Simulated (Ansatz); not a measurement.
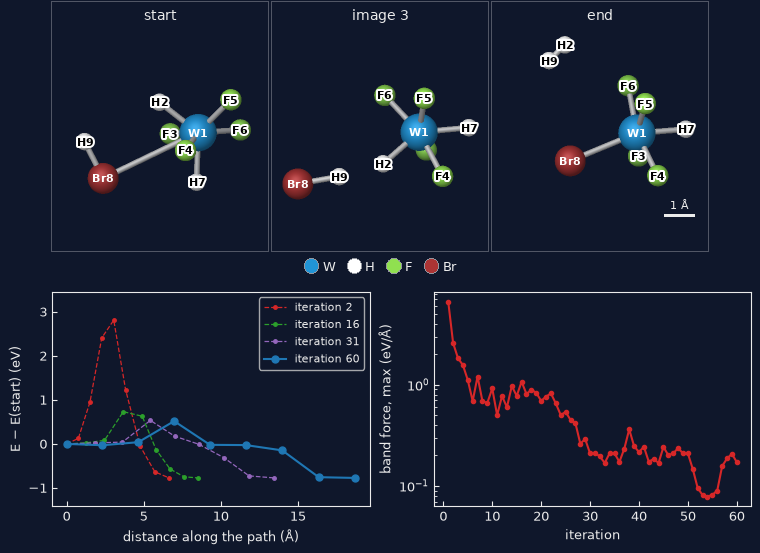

NEB run on WH$_{3}$BrF$_{4}$, made up at the start of WH$_{2}$F$_{4}$ and HBr. Images are numbered from 0 (start) to 8 (end). The plot follows the band through its iterations. A ball-and-stick model, seen from a free direction.

All numbers below come from RKS PBE/def2-SVP in Ansatz. Run with 7 movable images; climbing image; force threshold 0.05 eV/Å; iteration limit 60; starting path through a guess of the saddle point.

Judge this run.

Answer. The result isn't final. The band hadn't converged when the run stopped after 60 iterations. The largest component of the band force went from 6.7 to 0.17 eV/Å. The barrier read from it is provisional, though the highest image hardly moved in the last two iterations. The first iteration put the highest image at 4.94 eV. Forward barrier 0.52 eV, backward barrier 1.29 eV, with image 3 at the top; the reaction energy is −0.77 eV.

Limits of the set-up: the start holds two separate molecules, 2.9 Å apart at their closest, whose relative position is a soft coordinate and is computed without a dispersion correction.

Cost: 11 min on 4 threads of Arm Neoverse V2 (shared host), peak memory 0.23 GiB.
